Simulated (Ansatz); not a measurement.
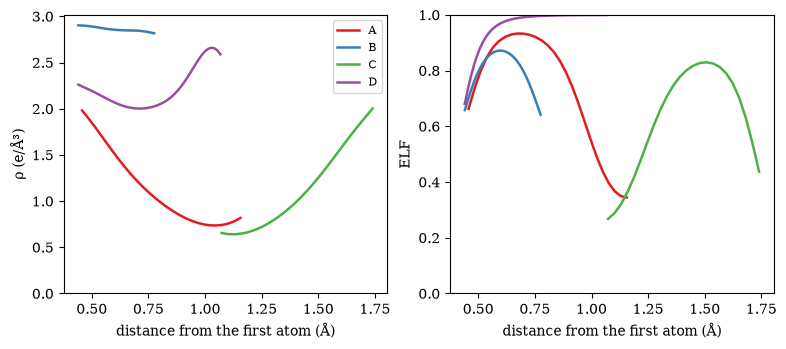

Figure 1: C$_{2}$HCl$_{3}$Zr (SMILES C#[C][Zr]([Cl])([Cl])[Cl]). Electron density and electron localisation function along straight lines between neighbouring atoms. The curves leave out the atomic cores.

Geometry: PBE0-D4/def2-TZVP; core potentials replace the inner electrons of Zr.

All numbers below come from RKS PBE0-D4/def2-TZVPP (Ansatz 0.2.0).

```xyz
7

C     1.8488   -1.2643    0.2543
C     0.8517   -0.5824    0.1173
Zr   -0.9122    0.6237   -0.1254
Cl   -2.6746   -0.7785   -0.6808
Cl   -0.5126    2.1544   -1.8220
Cl   -1.3256    1.7104    1.8818
H     2.7245   -1.8632    0.3748
```

Question: Which curve belongs to which contact (C–C, C–H, C–Zr and Zr–Cl)? The first atom named is at distance zero.

Answer: Curve A: C–Zr (2.15 Å): ρ at the midpoint is about 0.74 e/Å³; the ELF peaks at about 0.95 in the valence shell of C, 0.7 Å from its nucleus, and is about 0.40 at the midpoint. Curve B: C–C (1.22 Å): ρ at the midpoint is about 2.9 e/Å³; the ELF peaks at about 0.85 between the atoms; a multiple bond. Curve C: Zr–Cl (2.32 Å): ρ at the midpoint is about 0.65 e/Å³; the ELF peaks at about 0.85 in the valence shell of Cl, 0.8 Å from its nucleus, and is about 0.35 at the midpoint. Curve D: C–H (1.07 Å): ρ at the midpoint is about 2.2 e/Å³; the ELF climbs to about 1 towards the hydrogen, as it does in any bond to H (a covalent bond by its length).
